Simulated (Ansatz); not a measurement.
## Geometry relaxation, with input and output: BN2H6Cl (part 2 of 2)

The same run, continued: BN2H6Cl; RKS PBE-D4/6-31G* (Ansatz 0.2.0). The input holds or restrains some coordinates. Forces given for the steps count only the free coordinates. It belongs to a series of runs on one base structure; here: pulled along the bonds that form and break, towards end B.

Geometry of the input (Å):
```
B  0.0000  0.0000  0.0000
Cl 0.0000  0.0000  2.2100
N  1.3423  0.0000  -0.7750
H  1.8089  -0.9179  -1.0268
H  1.7937  0.9179  -1.0532
N  -1.3423  0.0000  -0.7750
H  -2.0112  -0.8164  -0.6764
H  -1.5914  0.8164  -1.4036
H  -0.1864  1.4017  0.4698
H  -0.1660  1.2482  1.3665
```

Trajectory as extended XYZ, continued
```
10
Properties=species:S:1:pos:R:3:forces:R:3 step=2 energy=-16265.13920
B    -0.0081    0.0828   -0.1469    0.1059   3.6014  -2.4952
Cl   -0.0032   -0.0040    2.3792   -0.2271   0.2779  -0.1120
N     1.3438    0.0017   -0.7750   -1.1451  -0.7450   1.0321
H     1.8038   -0.9049   -1.0241   -0.3598   1.2465  -0.0432
H     1.7949    0.9033   -1.0480   -0.0877  -1.2496   0.6850
N    -1.3491   -0.0075   -0.7785    0.1189  -1.7258   0.7836
H    -2.0077   -0.8069   -0.6770    0.4578   0.9357  -0.5427
H    -1.5930    0.8008   -1.3966   -0.0142  -1.1234   0.9372
H    -0.1776    1.3868    0.2743    0.8244  -0.1585   0.0848
H    -0.1560    1.1980    1.5290    0.3268  -1.0592  -0.3296
10
Properties=species:S:1:pos:R:3:forces:R:3 step=3 energy=-16265.99827
B    -0.0130    0.1918   -0.3083    0.2312   2.4210  -1.3354
Cl   -0.0088    0.0176    2.5103   -0.2214   1.0041  -0.4055
N     1.3390   -0.0055   -0.7696   -0.4867  -0.6115   0.4948
H     1.7969   -0.8944   -1.0274   -0.2417   0.6840  -0.2372
H     1.7974    0.8837   -1.0354    0.1729  -0.9389   0.6160
N    -1.3556   -0.0263   -0.7849   -0.2283  -1.1424   0.1068
H    -2.0027   -0.8067   -0.6858    0.1385   0.0827  -0.6033
H    -1.6026    0.7841   -1.3818   -0.5015  -0.7701   0.7592
H    -0.1541    1.3587    0.1118    0.8868   0.5538   0.1276
H    -0.1488    1.1468    1.7075    0.2503  -1.2826   0.4771
10
Properties=species:S:1:pos:R:3:forces:R:3 step=4 energy=-16266.76513
B    -0.0166    0.3288   -0.4462   -0.0938  -0.0063  -0.7124
Cl   -0.0178    0.0310    2.5944   -0.1252   0.5619  -0.1109
N     1.3338   -0.0220   -0.7556   -0.4984   0.0225   0.2491
H     1.7562   -0.9002   -1.0588   -0.2144   0.1670  -0.2250
H     1.8504    0.8345   -0.9786    0.4172  -0.5784   0.4232
N    -1.3656   -0.0614   -0.7980    0.7358   0.3321   0.0942
H    -1.9680   -0.8678   -0.7272    0.1476  -0.3049  -0.4270
H    -1.6949    0.7561   -1.3277   -0.8052  -0.5296   0.5289
H    -0.0712    1.4381    0.0051    0.3144   1.0214  -0.1038
H    -0.1586    1.1130    1.8291    0.1220  -0.6857   0.2836
10
Properties=species:S:1:pos:R:3:forces:R:3 step=5 energy=-16267.26666
B    -0.0202    0.4129   -0.4717   -0.1174  -0.4316  -0.8805
Cl   -0.0368    0.0393    2.5859   -0.1075   0.7196  -0.2665
N     1.3114   -0.0292   -0.7366   -0.1875   0.5465   0.1950
H     1.6686   -0.9161   -1.0920   -0.2112   0.1454  -0.0575
H     1.9446    0.7773   -0.8450    0.0661  -0.8099   0.3062
N    -1.3518   -0.0652   -0.7826    0.3276   0.8586   0.0434
H    -1.8589   -0.9525   -0.7849    0.4907   0.2163  -0.3214
H    -1.8379    0.7522   -1.1957   -0.3983  -0.9105   0.6340
H    -0.0312    1.5595   -0.0767    0.0392   0.4726  -0.1352
H    -0.1401    1.0718    1.7356    0.0984  -0.8070   0.4827
10
Properties=species:S:1:pos:R:3:forces:R:3 step=6 energy=-16267.56143
B    -0.0339    0.4673   -0.5169    0.9628   0.3577  -0.3008
Cl   -0.0511    0.0526    2.5376   -0.0754   0.7267  -0.2224
N     1.2629   -0.0289   -0.7229    1.1939   0.4617  -0.0421
H     1.5751   -0.9247   -1.0969   -0.1905   0.0969   0.0189
H     1.9974    0.7064   -0.7283   -0.4121  -0.9470   0.1843
N    -1.3011   -0.0418   -0.7613   -2.4404   0.1478  -0.5825
H    -1.7025   -0.9901   -0.8561    0.5783   0.6928  -0.2036
H    -1.9499    0.7386   -1.0400    0.3285  -1.3426   0.6759
H    -0.0302    1.6088   -0.1328   -0.0134   0.6221  -0.0389
H    -0.1192    1.0618    1.6541    0.0684  -0.8161   0.5111
10
Properties=species:S:1:pos:R:3:forces:R:3 step=7 energy=-16267.75260
B    -0.0783    0.5200   -0.5311    0.5262   0.0033  -0.4370
Cl    0.1474    0.0645    2.5167   -0.1506   0.7075  -0.1996
N     1.2156   -0.0197   -0.6515    1.0773   0.4155  -0.0689
H     1.5118   -0.9368   -0.9820   -0.2184   0.0512   0.0166
H     2.0002    0.6512   -0.5761   -0.4704  -0.6950   0.1110
N    -1.3326   -0.0301   -0.8246   -1.7763   0.2415  -0.4042
H    -1.6612   -0.9930   -1.0001    0.5166   0.6264  -0.0552
H    -2.0498    0.6985   -1.0372    0.4129  -1.0403   0.4632
H    -0.0948    1.6697   -0.1683   -0.0378   0.4675  -0.0013
H    -0.0106    1.0257    1.5905    0.1206  -0.7774   0.5753
10
Properties=species:S:1:pos:R:3:forces:R:3 step=8 energy=-16267.89245
B    -0.0592    0.5517   -0.5332   -0.1558  -0.5038  -0.8019
Cl    0.0837    0.1096    2.5129   -0.0771   0.6153  -0.1768
N     1.2316   -0.0136   -0.6894    0.6541   0.5140   0.0774
H     1.4842   -0.9450   -1.0153   -0.1746   0.0551   0.0578
H     2.0549    0.5872   -0.5077   -0.5906  -0.5942  -0.0799
N    -1.3352   -0.0254   -0.8141   -0.8223   0.5871  -0.0951
H    -1.5859   -0.9908   -1.0825    0.3390   0.6675   0.1146
H    -2.1363    0.6476   -0.8703    0.8026  -1.0355   0.1718
H    -0.0774    1.7076   -0.1960   -0.0290   0.3707   0.1673
H    -0.0131    1.0209    1.5320    0.0537  -0.6763   0.5648
10
Properties=species:S:1:pos:R:3:forces:R:3 step=9 energy=-16267.99559
B    -0.0440    0.6283   -0.5151   -0.0491  -0.5394  -0.9259
Cl    0.1148    0.1680    2.5297   -0.1687   0.4713  -0.1503
N     1.2015    0.0044   -0.7459    0.5646   0.1586   0.0768
H     1.3232   -0.9687   -1.0279   -0.0062   0.1564   0.0720
H     2.0754    0.4794   -0.5072   -0.2347  -0.2805  -0.0486
N    -1.2840   -0.0021   -0.7928   -0.4938   0.2832   0.0428
H    -1.3951   -0.9601   -1.1343    0.0196   0.2907   0.0843
H    -2.1491    0.5471   -0.7877    0.2525  -0.3848   0.0372
H    -0.0434    1.7787   -0.1762   -0.0694   0.3687   0.2526
H    -0.1516    0.9748    1.4938    0.1851  -0.5243   0.5592
10
Properties=species:S:1:pos:R:3:forces:R:3 step=10 energy=-16267.99969
B    -0.0265    0.6308   -0.5674   -0.1564   0.2904  -0.3266
Cl    0.0592    0.1562    2.4758   -0.1150   0.4302  -0.0969
N     1.2430    0.0355   -0.7683   -0.2118  -0.4532  -0.2588
H     1.3347   -0.9498   -1.0151    0.0594   0.0345   0.0545
H     2.1104    0.4272   -0.4199   -0.0293   0.1630   0.0038
N    -1.2935    0.0332   -0.7913    0.1871  -0.4288  -0.2599
H    -1.3973   -0.9193   -1.1392   -0.0432  -0.0002   0.0831
H    -2.1871    0.4864   -0.6294    0.1264   0.1466  -0.0121
H    -0.0524    1.7889   -0.2334    0.0488   0.2832   0.3058
H    -0.1427    0.9608    1.4245    0.1340  -0.4656   0.5071
10
Properties=species:S:1:pos:R:3:forces:R:3 step=11 energy=-16268.02512
B    -0.0282    0.6516   -0.5581   -0.0123  -0.2245  -0.6987
Cl    0.0108    0.1269    2.4771   -0.0850   0.4101  -0.1211
N     1.2273    0.0312   -0.7793    0.0143  -0.0057   0.0316
H     1.3342   -0.9612   -0.9775    0.0138   0.0000  -0.0083
H     2.0929    0.4711   -0.4816   -0.0082  -0.0151  -0.0047
N    -1.2802    0.0384   -0.8190    0.0363  -0.0038   0.0377
H    -1.3901   -0.9463   -1.0498   -0.0239   0.0013  -0.0217
H    -2.1611    0.5153   -0.6583   -0.0064  -0.0051   0.0171
H    -0.0305    1.8069   -0.2203   -0.0178   0.2921   0.2158
H    -0.1274    0.9159    1.4032    0.0892  -0.4495   0.5523
```

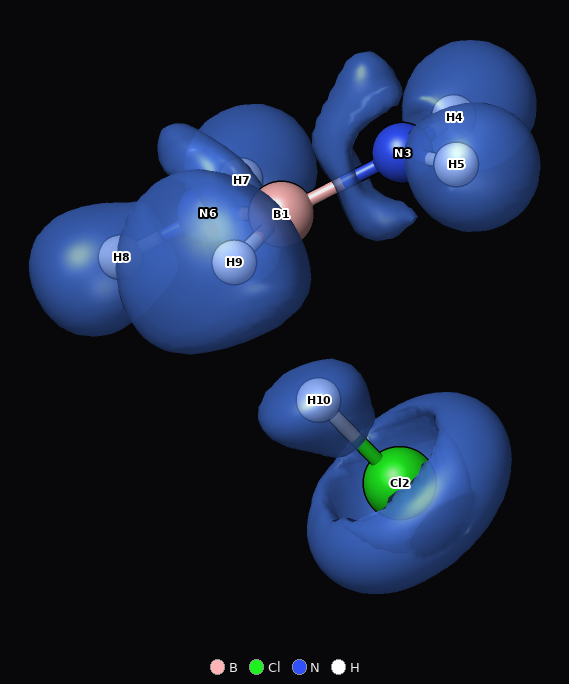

Figure 1. Isosurface of the electron localisation function at 0.85 (blue), seen at a tilt. Only the valence region is drawn (cores and ρ < 0.01 e/Å³ removed). Along the contacts the grid gives the following. B1···H10 (1.98 Å): the ELF is only about 0.30 between them; a non-bonded, intermolecular contact.

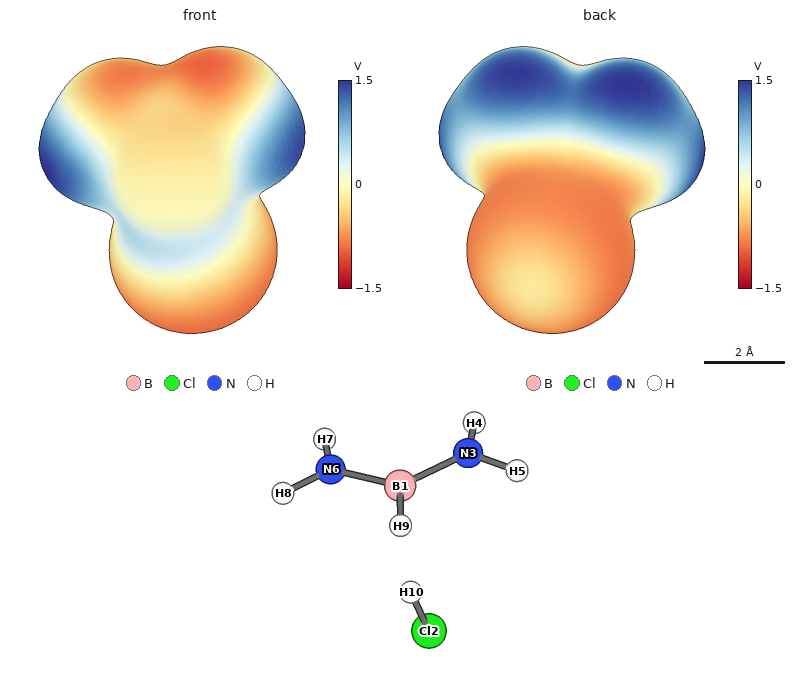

Figure 2. The electrostatic potential painted on the density surface at 0.001 e/bohr³, seen face on and from behind; red is negative and blue positive. The bare structure is drawn below in the same view.
